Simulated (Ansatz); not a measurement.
## Ag wire along [110], 37 atoms a period: bands along the axis

Aim: is the Ag wire along [110], 37 atoms a period a metal or a semiconductor?

Main program and level: Ansatz 0.2.0; DFT PBE, plane waves, PAW; relaxation of a wire's period; PAW set soft_1, in the first sound run; inputs show where later runs differ.

### 1. The starting structure

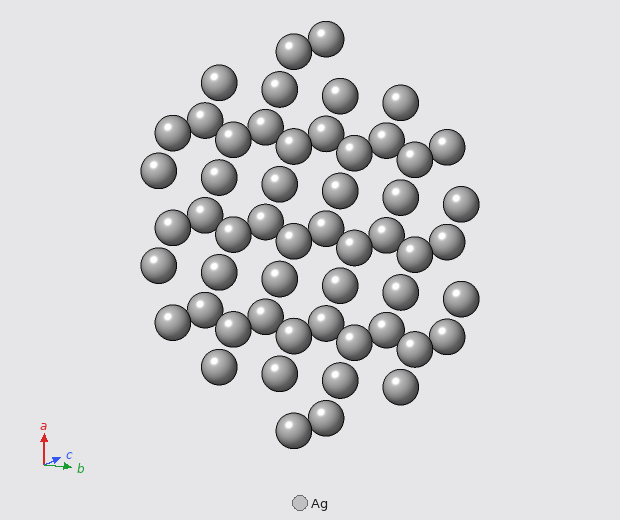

The cell as given, at a slant to the c axis (silver light grey). Some periodic images of atoms are drawn too.

The cell holds 37 atoms: 37 Ag. Its edges and angles: a = 23.400 Å, b = 21.472 Å, c = 2.934 Å, α = 90.0°, β = 90.0°, γ = 90.0°. Vacuum lies along a and b. The structure's axis is c.

### 2. The relaxed wire

Band widths follow the bond lengths, so the wire is relaxed first. The atoms and the third cell vector are free; the box across stays fixed as vacuum. A Fermi-Dirac smearing is set since the result may be a metal. The pressure printed is a third of the stress's trace over the whole box, vacuum included; only the stress along the axis is relaxed.

input.yaml reads:

```yaml
crystal:
  lattice:
    - [23.4, 0.0, 0.0]
    - [0.0, 21.472, 0.0]
    - [0.0, 0.0, 2.9344931419]
  atoms:
    - { symbol: Ag, position: [0.145299145, 0.500010845, 0.0] }
    - { symbol: Ag, position: [0.322649573, 0.636676881, 0.0] }
    - { symbol: Ag, position: [0.322649573, 0.500010845, 0.0] }
    - { symbol: Ag, position: [0.322649573, 0.773342918, 0.0] }
    - { symbol: Ag, position: [0.5, 0.636676881, 0.0] }
    - { symbol: Ag, position: [0.5, 0.500010845, 0.0] }
    - { symbol: Ag, position: [0.5, 0.773342918, 0.0] }
    - { symbol: Ag, position: [0.677350427, 0.636676881, 0.0] }
    - { symbol: Ag, position: [0.677350427, 0.500010845, 0.0] }
    - { symbol: Ag, position: [0.677350427, 0.773342918, 0.0] }
    - { symbol: Ag, position: [0.854700855, 0.500010845, 0.0] }
    - { symbol: Ag, position: [0.233974359, 0.295011789, 0.5] }
    - { symbol: Ag, position: [0.233974359, 0.431677826, 0.5] }
    - { symbol: Ag, position: [0.233974359, 0.568343863, 0.5] }
    - { symbol: Ag, position: [0.233974359, 0.7050099, 0.5] }
    - { symbol: Ag, position: [0.411324786, 0.158345753, 0.5] }
    - { symbol: Ag, position: [0.411324786, 0.295011789, 0.5] }
    - { symbol: Ag, position: [0.411324786, 0.431677826, 0.5] }
    - { symbol: Ag, position: [0.411324786, 0.568343863, 0.5] }
    - { symbol: Ag, position: [0.411324786, 0.7050099, 0.5] }
    - { symbol: Ag, position: [0.411324786, 0.841675937, 0.5] }
    - { symbol: Ag, position: [0.588675214, 0.158345753, 0.5] }
    - { symbol: Ag, position: [0.588675214, 0.295011789, 0.5] }
    - { symbol: Ag, position: [0.588675214, 0.431677826, 0.5] }
    - { symbol: Ag, position: [0.588675214, 0.568343863, 0.5] }
    - { symbol: Ag, position: [0.588675214, 0.7050099, 0.5] }
    - { symbol: Ag, position: [0.588675214, 0.841675937, 0.5] }
    - { symbol: Ag, position: [0.766025641, 0.295011789, 0.5] }
    - { symbol: Ag, position: [0.766025641, 0.431677826, 0.5] }
    - { symbol: Ag, position: [0.766025641, 0.568343863, 0.5] }
    - { symbol: Ag, position: [0.766025641, 0.7050099, 0.5] }
    - { symbol: Ag, position: [0.322649573, 0.363344808, 0.0] }
    - { symbol: Ag, position: [0.322649573, 0.226678771, 0.0] }
    - { symbol: Ag, position: [0.5, 0.363344808, 0.0] }
    - { symbol: Ag, position: [0.5, 0.226678771, 0.0] }
    - { symbol: Ag, position: [0.677350427, 0.363344808, 0.0] }
    - { symbol: Ag, position: [0.677350427, 0.226678771, 0.0] }
kpoints:
  mp_grid: { grid: [1, 1, 28] }
scf:
  occupations: { method: fermi_dirac, width: 0.05 }
hamiltonian:
  xc: pbe
  pseudopotentials: { kind: paw, azcp: { folder: soft_1 } }
relax:
  cell: { fix: [a, b, alpha, beta, gamma] }
  max_steps: 45
  f_tol: 0.03
```

The run is started by

```sh
$ ansatz run input.yaml --threads 16 --pin off --max-ram 61440MiB --backend cuda --events-out ev --progress --plain --runs-dir out --max-vram 78GiB
```

Numbers of over 12 decimals in the logs are rounded to 6 here.

Log:

```text
Engine: ansatz 0.2.0, aarch64-unknown-linux-gnu
Pseudopotentials: kind: paw
Pseudopotential: Ag, paw, valence charge 19, recommended cutoff 420 eV (normal), soft_1/Ag.paw.azcp
Functional definition: PBE
  parameter kappa = 0.804
  parameter beta = 0.066725
  exchange = pbe_x(kappa = kappa, mu = beta*pi^2/3)
  correlation = pbe_c(beta = beta)
[...]
Crystal: 37 atoms, lattice volume = 1474.421 Å³
Basis set: ecut = 420 eV, 28653 PW (Γ), exchange–correlation on 320×288×40 points (8 copies of the dense FFT grid, shifted against one another)
Bands: 422, of which v1, the nominal top of the filled ones, is band 352 counted from 1 (351 counted from 0)
Symmetry: 8 space group operations
Space group: Pmmm (ITA 47), of the structure as read, at distance tolerance 1.1e-4 Å
k-points: 15 of 28
Non-local potential: Ag, projectors of the file, l = 0: 3, l = 1: 2, l = 2: 2, l = 3: 1
PAW form: soft (Blöchl's): semilocal exchange-correlation on the pseudo side does not see the compensation charge
PAW one-centre angular grid: Ag, 590 points (default); XC on 64 Gauss nodes
Initial density: superposition of atomic densities (neutral atoms: chi_scale 0, normalization atom)
Initial wavefunctions: pseudopotential atomic-orbital guess
[...]
Functional: x = pbe(κ = 0.804, μ = 0.219515), c = pbe(β = 0.066725)
SCF iter   1: F=—  HF=-280851.042308 eV  |F-HF|=—  |Δ(HF+E_count)|=         —  Δρ=3.91e-2  dr2=2.82e1  ethr=3.10e-3  ⟨swp⟩=6.1  Hψ=23950  notcnv=0  defer=284
preconditioner: auto → LDOS  [metal: Δε(μ)=0.004 eV  Ē_g=8.413 eV  σ=0.050 eV  W_gap=0.02  n_scr=326 (ndim 8)  ℏωp=19.5 eV  f_vac=0.502  D(μ)=11.08/eV (n_scr^D=50)  β→1.0]
SCF iter   2: F=—  HF=-280857.005018 eV  |F-HF|=—  |Δ(HF+E_count)|=    5.96e0  Δρ=5.77e-2  dr2=4.33e1  ethr=3.10e-3  ⟨swp⟩=2.7  Hψ=13440  notcnv=0  defer=815
[...]
SCF iter  10: F=-280843.937816 eV  HF=-280843.937816 eV  |F-HF|=1.98e-8  |Δ(HF+E_count)|=   1.83e-7  Δρ=2.05e-6  dr2=4.20e-8  ethr=1.42e-11  ⟨swp⟩=2.7  Hψ=23376  notcnv=0
SCF 1 converged in 10 iterations: F = -280843.937816 eV  dr2 = 4.20e-8
  greatest PAW one-centre occupation: 1.001 electrons in one spin orbital (limit 2), on the Ag atom at site 5 (counted from 0), in its partial waves of l = 0
relax step   1: F+E_penalty+E_count = -280843.93781602 eV  Δ(F+E_penalty+E_count) = +0.000e0 eV  max|allowed force component| = 3.723e-1 eV/Å  Δτ_max = 0.0000 Å  P = -0.949 GPa  Ω = 1474.421 Å³  fix = [a, b, alpha, beta, gamma]  reactions: a -0.803, b -0.858 GPa  (10 SCF iters, dr2 threshold 1.00e-7 eV, accepted)
[...]
Crystal: 37 atoms, lattice volume = 1445.909 Å³
Basis set: ecut = 420 eV, 28221 PW (Γ), exchange–correlation on 320×288×40 points (8 copies of the dense FFT grid, shifted against one another)
[...]
iter 1 solved again at ethr=4.03e-5 eV; its pass at ethr=3.10e-3 eV (dr2=2.83e-1 eV) is discarded
SCF iter   1: F=—  HF=-280844.233268 eV  |F-HF|=—  |Δ(HF+E_count)|=         —  Δρ=4.26e-3  dr2=2.86e-1  ethr=4.03e-5  ⟨swp⟩=4.1  Hψ=33365  notcnv=0
preconditioner: auto → LDOS  [metal: Δε(μ)=0.002 eV  Ē_g=8.901 eV  σ=0.050 eV  W_gap=0.01  n_scr=324 (ndim 8)  ℏωp=19.7 eV  f_vac=0.511  D(μ)=10.71/eV (n_scr^D=50)  β→1.0]
SCF iter   2: F=—  HF=-280844.285992 eV  |F-HF|=—  |Δ(HF+E_count)|=   5.27e-2  Δρ=5.46e-3  dr2=4.53e-1  ethr=4.03e-5  ⟨swp⟩=2.6  Hψ=12587  notcnv=0
[...]
SCF iter   7: F=-280844.167999 eV  HF=-280844.167999 eV  |F-HF|=1.74e-7  |Δ(HF+E_count)|=   1.94e-6  Δρ=5.71e-6  dr2=4.32e-7  ethr=5.26e-10  ⟨swp⟩=4.0  Hψ=19714  notcnv=0
SCF 2 converged in 7 iterations: F = -280844.167999 eV  dr2 = 4.32e-7
relax step   2: F+E_penalty+E_count = -280844.16799900 eV  Δ(F+E_penalty+E_count) = -2.302e-1 eV  max|allowed force component| = 1.112e-1 eV/Å  Δτ_max = 0.1745 Å  P = +0.735 GPa  Ω = 1445.909 Å³  energy of the carried Pulay correction = +5.951e-3 eV  fix = [a, b, alpha, beta, gamma]  reactions: a +0.764, b +0.701 GPa  (7 SCF iters, dr2 threshold 3.70e-6 eV, accepted)
[...]
Crystal: 37 atoms, lattice volume = 1453.703 Å³
[...]
iter 1 solved again at ethr=1.16e-5 eV; its pass at ethr=3.10e-3 eV (dr2=8.18e-2 eV) is discarded
[...]
SCF 3 converged in 7 iterations: F = -280844.236517 eV  dr2 = 9.84e-8
relax step   3: F+E_penalty+E_count = -280844.23651654 eV  Δ(F+E_penalty+E_count) = -6.852e-2 eV  max|allowed force component| = 1.480e-2 eV/Å  Δτ_max = 0.0730 Å  P = -0.059 GPa  Ω = 1453.703 Å³  energy of the carried Pulay correction = +4.313e-3 eV  fix = [a, b, alpha, beta, gamma]  reactions: a -0.033, b -0.066 GPa  (7 SCF iters, dr2 threshold 1.37e-6 eV, accepted)
[...]
SCF 4 converged in 7 iterations: F = -280844.238311 eV  dr2 = 5.15e-9
relax step   4: F+E_penalty+E_count = -280844.23831057 eV  Δ(F+E_penalty+E_count) = -1.794e-3 eV  max|allowed force component| = 6.096e-3 eV/Å  Δτ_max = 0.0139 Å  P = -0.006 GPa  Ω = 1452.412 Å³  energy of the carried Pulay correction = +4.584e-3 eV  fix = [a, b, alpha, beta, gamma]  reactions: a +0.001, b +0.000 GPa  (7 SCF iters, dr2 threshold 1.52e-8 eV, accepted)
[...]
SCF 5 converged in 6 iterations: F = -280844.233316 eV  dr2 = 6.21e-11
relax step   5: F+E_penalty+E_count = -280844.23331624 eV  Δ(F+E_penalty+E_count) = +4.994e-3 eV  max|allowed force component| = 6.143e-3 eV/Å  Δτ_max = 0.0000 Å  P = -0.003 GPa  Ω = 1452.412 Å³  fix = [a, b, alpha, beta, gamma]  reactions: a +0.004, b +0.003 GPa  stress off target by 1.49e-2 GPa on what of the cell is left free  SCF on the basis re-selected at this cell (its energy is not comparable with the rows above)  (6 SCF iters)
[...]
SCF converged after 6 iterations
[...]
--- Relaxed structure (4 steps of the walk, 4 accepted, 1 SCFs on fresh bases) ---
  F+E_penalty+E_count = -280844.23331624 eV   max|allowed force component| = 6.143e-3 eV/Å   (the final SCF, on the basis selected at the relaxed cell)
  cell:  # Å, volume = 1452.4124 Å³
    - [23.4, 0.0, 0.0]
    - [0.0, 21.472, 0.0]
    - [0.0, 0.0, 2.890690]
  atoms:
    - { symbol: Ag, position: [0.146361, 0.500011, 0.0] }
    - { symbol: Ag, position: [0.320656, 0.633963, 0.0] }
    - { symbol: Ag, position: [0.320518, 0.500011, 0.0] }
    - { symbol: Ag, position: [0.320700, 0.772215, 0.0] }
    - { symbol: Ag, position: [0.500000, 0.635814, 0.0] }
    - { symbol: Ag, position: [0.500000, 0.500011, 0.0] }
    - { symbol: Ag, position: [0.500000, 0.773944, 0.0] }
    - { symbol: Ag, position: [0.679344, 0.633963, 0.0] }
    - { symbol: Ag, position: [0.679482, 0.500011, 0.0] }
    - { symbol: Ag, position: [0.679300, 0.772215, 0.0] }
    - { symbol: Ag, position: [0.853639, 0.500011, 0.0] }
    - { symbol: Ag, position: [0.236142, 0.297518, 0.500000] }
    - { symbol: Ag, position: [0.229630, 0.430721, 0.500000] }
    - { symbol: Ag, position: [0.229630, 0.569301, 0.500000] }
    - { symbol: Ag, position: [0.236142, 0.702504, 0.500000] }
    - { symbol: Ag, position: [0.409640, 0.165311, 0.500000] }
    - { symbol: Ag, position: [0.410887, 0.297628, 0.500000] }
    - { symbol: Ag, position: [0.410486, 0.432258, 0.500000] }
    - { symbol: Ag, position: [0.410486, 0.567764, 0.500000] }
    - { symbol: Ag, position: [0.410887, 0.702394, 0.500000] }
    - { symbol: Ag, position: [0.409640, 0.834711, 0.500000] }
    - { symbol: Ag, position: [0.590360, 0.165311, 0.500000] }
    - { symbol: Ag, position: [0.589113, 0.297628, 0.500000] }
    - { symbol: Ag, position: [0.589514, 0.432258, 0.500000] }
    - { symbol: Ag, position: [0.589514, 0.567764, 0.500000] }
    - { symbol: Ag, position: [0.589113, 0.702394, 0.500000] }
    - { symbol: Ag, position: [0.590360, 0.834711, 0.500000] }
    - { symbol: Ag, position: [0.763858, 0.297518, 0.500000] }
    - { symbol: Ag, position: [0.770370, 0.430721, 0.500000] }
    - { symbol: Ag, position: [0.770370, 0.569301, 0.500000] }
    - { symbol: Ag, position: [0.763858, 0.702504, 0.500000] }
    - { symbol: Ag, position: [0.320656, 0.366058, 0.0] }
    - { symbol: Ag, position: [0.320700, 0.227806, 0.0] }
    - { symbol: Ag, position: [0.500000, 0.364208, 0.0] }
    - { symbol: Ag, position: [0.500000, 0.226077, 0.0] }
    - { symbol: Ag, position: [0.679344, 0.366058, 0.0] }
    - { symbol: Ag, position: [0.679300, 0.227806, 0.0] }
```

The job ended after 12 s (1 × NVIDIA GB200 with 16 threads of Arm Neoverse V2, shared host; peak memory 1.7 GiB).

(Continued in part 2 of 2.)

[Logs are printed without paths, hosts, clocks, repeated set-up lines and the standing remarks that a program may print on its own settings, such as how far it seeks lower states.]

[Hosts, paths, dates, database ids (printed as entryN), source tags and the programs' standing remarks are cut or masked in the printed files.]
